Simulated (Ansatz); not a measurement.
**CH4AlCl3O (SMILES C[OH+][Al-]([Cl])([Cl])[Cl]): density, localisation and related maps**

The calculation's input:

```
crystal:
  periodic: [false, false, false]
  atoms:
    - symbol: C
      position_ang: [0.425893, -1.140645, 0.797565]
    - symbol: Al
      position_ang: [-0.684983, 1.195340, -0.683551]
    - symbol: Cl
      position_ang: [-2.084359, -0.189632, -1.460115]
    - symbol: Cl
      position_ang: [0.561019, 2.167405, -2.093330]
    - symbol: Cl
      position_ang: [-1.291792, 2.232310, 1.047976]
    - symbol: O
      position_ang: [0.682004, 0.017128, -0.006071]
    - symbol: H
      position_ang: [1.369061, -1.496039, 1.231783]
    - symbol: H
      position_ang: [-0.060568, -1.923221, 0.199056]
    - symbol: H
      position_ang: [-0.245516, -0.814597, 1.601065]
    - symbol: H
      position_ang: [1.412342, -0.099351, -0.631378]
basis:
  gaussian:
    orbitals: def2-SVPD
total_charge: 0
hamiltonian:
  xc: pbe0
output: {forces: true, orbitals: {seedname: orbitals}}
```

Run with:

```sh
ansatz run input.yaml --threads 2 --pin off --max-ram 5220MiB --events-out events.jsonl --progress --plain --runs-dir runs
```

Geometry: PBE0-D4/def2-SVP.

These are results of isolated molecule in a Gaussian basis; Kohn-Sham density functional theory, functional PBE0 in Ansatz 0.2.0, not measurements.

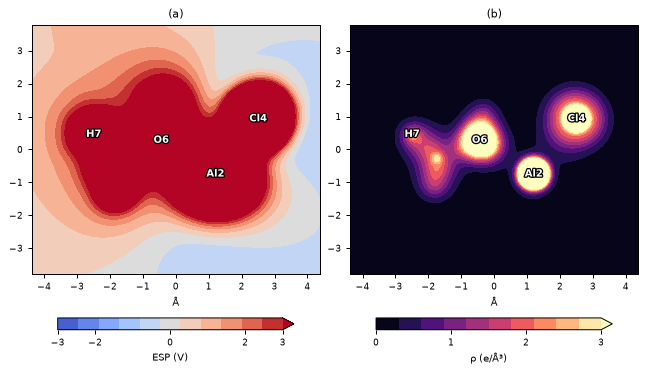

Figure 1. (a) electrostatic potential; (b) total electron density on the plane of atoms Cl4, Al2 and O6.

What do the fields say about this system?

Answer. The plane passes through Al, Cl, O and H nuclei.
Al–O (1.93 Å): the density is about 0.5 e/Å³ at the midpoint.
Al–Cl (2.12 Å): the density is about 0.69 e/Å³ at the midpoint.
Outside the dense part of the molecule the potential is most negative (−0.7 V) near Cl4.

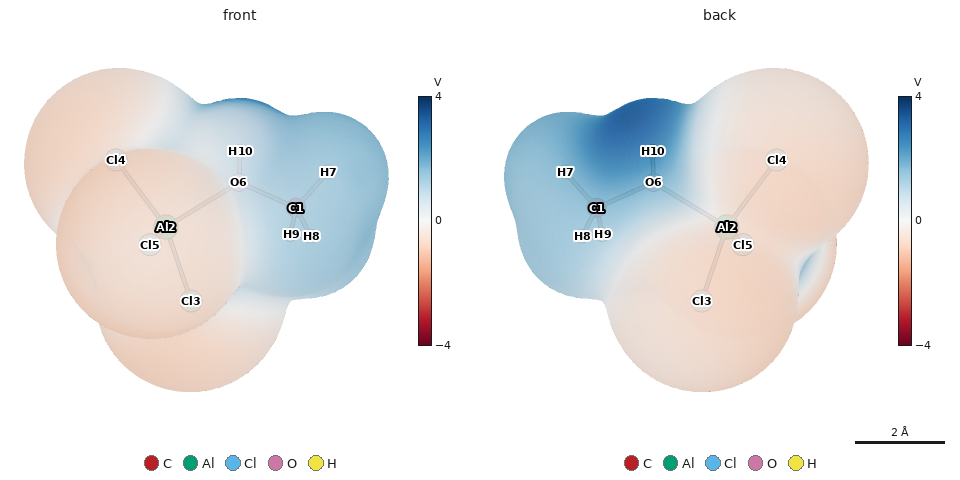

Figure 2. The molecular electrostatic potential painted on the density surface at 0.001 e/bohr³, seen from the front and from behind; red is negative and blue positive.

Which sites attract a positive test charge, and which a negative one?

Answer. A positive charge is drawn to the negative regions and a negative charge to the positive ones. The most negative region (about −0.8 V, or −18 kcal/mol for a unit charge) lies over Cl3 and Cl5, the most positive (about +3.2 V, or +74 kcal/mol for a unit charge) over H10.

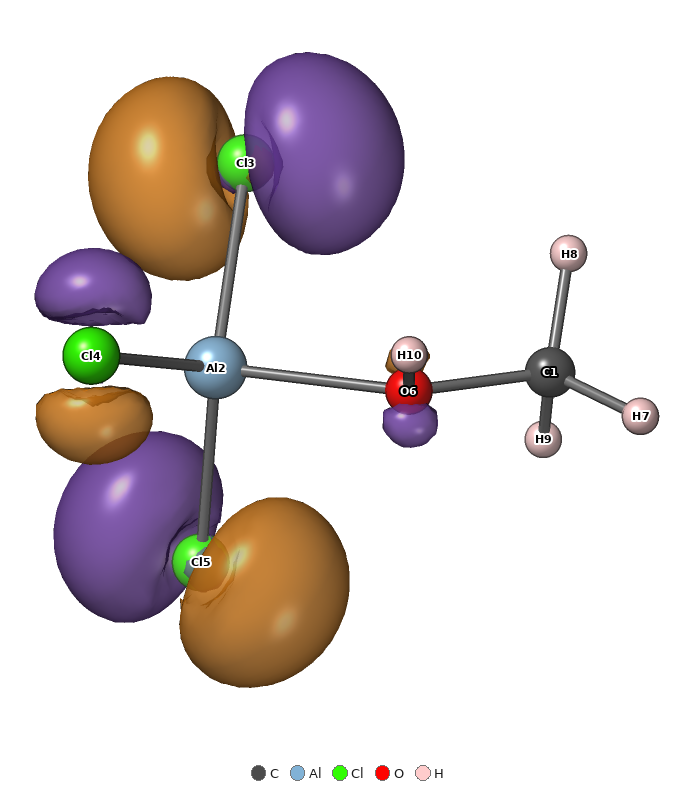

Figure 3. The HOMO−1 at ±0.15 Å⁻³ᐟ² (orange and purple are the two phases), seen from one side.

Describe this orbital and give its energy.

Answer. Its weight (Hirshfeld) is mainly on Cl3 (about 45 %), Cl5 (about 40 %) and Cl4 (about 10 %); largely a combination of lone pairs on Cl3, Cl5 and Cl4. Its energy is −9.03 eV.

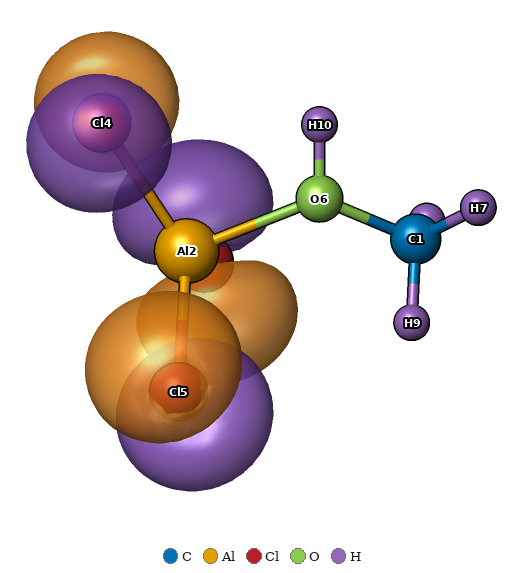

Figure 4. One frontier orbital at ±0.1 Å⁻³ᐟ² (orange and purple are the two phases), seen at a tilt.

Which orbital is it: HOMO or LUMO?

Answer. The HOMO, at −8.69 eV. Its weight (Hirshfeld) is mainly on Cl3 (about 35 %), Cl5 (about 35 %) and Cl4 (about 25 %); largely a combination of lone pairs on Cl3, Cl5 and Cl4.
